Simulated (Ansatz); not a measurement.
## Electronic structure of C$_{3}$H$_{4}$F$_{2}$O (SMILES FC(F)C1CO1) in real space

Input file:

```
crystal:
  periodic: [false, false, false]
  atoms:
    - {symbol: F, position_ang: [0.075441, -2.158801, 0.771103]}
    - {symbol: C, position_ang: [0.577462, -1.048858, 0.178538]}
    - {symbol: F, position_ang: [1.165273, -1.442521, -0.979635]}
    - {symbol: C, position_ang: [-0.523281, -0.081064, -0.120061]}
    - {symbol: C, position_ang: [-0.237938, 1.346372, -0.165710]}
    - {symbol: O, position_ang: [-0.882465, 0.762314, 0.953590]}
    - {symbol: H, position_ang: [1.339278, -0.620020, 0.837879]}
    - {symbol: H, position_ang: [-1.346379, -0.493216, -0.700422]}
    - {symbol: H, position_ang: [-0.860213, 1.987474, -0.783196]}
    - {symbol: H, position_ang: [0.775921, 1.697216, 0.010914]}
basis:
  gaussian: {orbitals: def2-TZVPP}
hamiltonian: {xc: pbe0, dispersion: d4}
output: {orbitals: {seedname: orbitals}}
```

Launched as:

```sh
ansatz run in.yaml --threads 2 --pin off --events-out ev --progress --plain --max-ram 32768MiB --backend cpu
```

Geometry: PBE0-D4/def2-TZVP.

Theory: Ansatz, RKS PBE0-D4/def2-TZVPP.

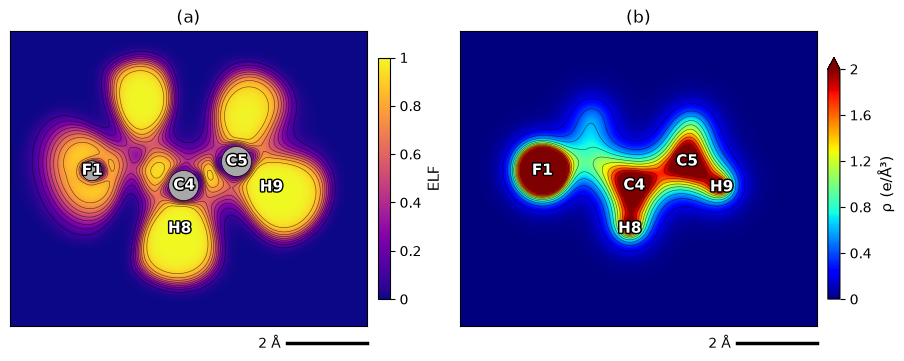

Figure 1. (a) ELF; (b) total electron density on the plane of atoms C4, C5 and H9. Grey discs cover the atomic cores in the ELF map.

**Read the bonding off the picture.**

- Atoms in the plane: F, C and H.
- C–C (1.46 Å): the density is about 1.7 e/Å³ at the midpoint; the ELF peaks at about 0.90 between the atoms (localised, covalent bonding).
- C–H (1.09 Å): the density is about 2.1 e/Å³ at the midpoint; the ELF climbs to about 1 towards the hydrogen, as it does in any bond to H: an ordinary covalent bond to hydrogen.
- The ELF also peaks beside F1, away from the bonds: lone-pair regions.

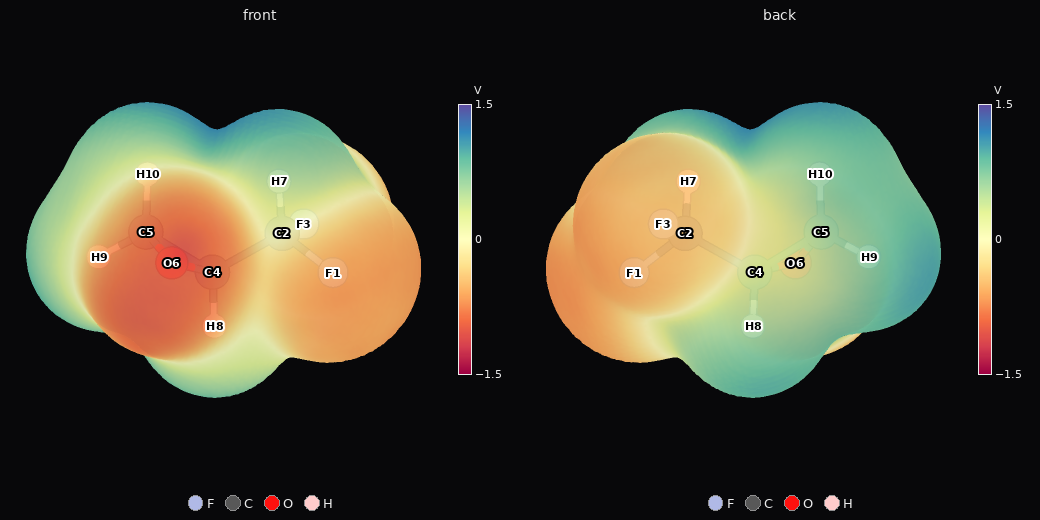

Figure 2. The electrostatic potential painted on the density surface at 0.001 e/bohr³, seen from the front and from behind; the colour scale runs from red (negative) to blue (positive).

**Where is the surface potential most negative and most positive?**

The most negative region (about −1.0 V, or −23 kcal/mol for a unit charge) lies over O6, the most positive (about +1.1 V, or +25 kcal/mol for a unit charge) over H7 and H10. O6 is the likeliest acceptor of a hydrogen bond.

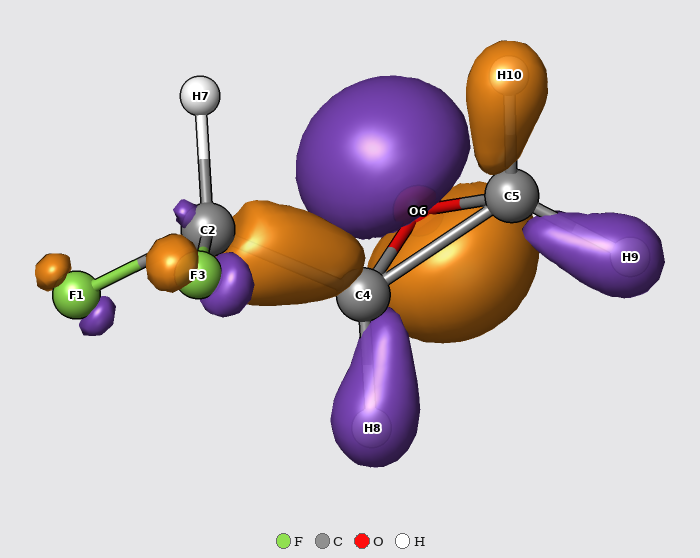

Figure 3. The HOMO at ±0.2 Å⁻³ᐟ² (orange and purple are the two phases), seen at an oblique angle.

**What is the character of this orbital?**

It lies mainly on O6 (about 65 %), C4 (about 10 %) and C5 (about 10 %). Its energy is −8.54 eV.
